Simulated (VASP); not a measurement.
Band structure of CuI (space group P6_3mc). Level of theory: PBEsol GGA, VASP's PBE PAW potentials (set 64) (plane waves; VASP 6.6.1).

Unless said otherwise, spin-orbit coupling is left out, though it shifts the bands of the heavy elements here.

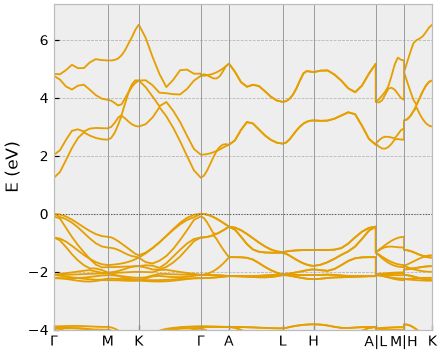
Fig. 1. Bands along high-symmetry lines, zero at the valence-band maximum or, without a gap, the Fermi level

Question: Read the plot: is there a gap, and where are the band edges?

Answer: The gap is direct, 1.24 eV, from the valence maximum at Γ to the conduction minimum at Γ. (Edges off the drawn lines would not show.)

The structure comes from a computed database's CuI entry (P6_3mc); how it stands against other phases isn't given here. It was relaxed first.
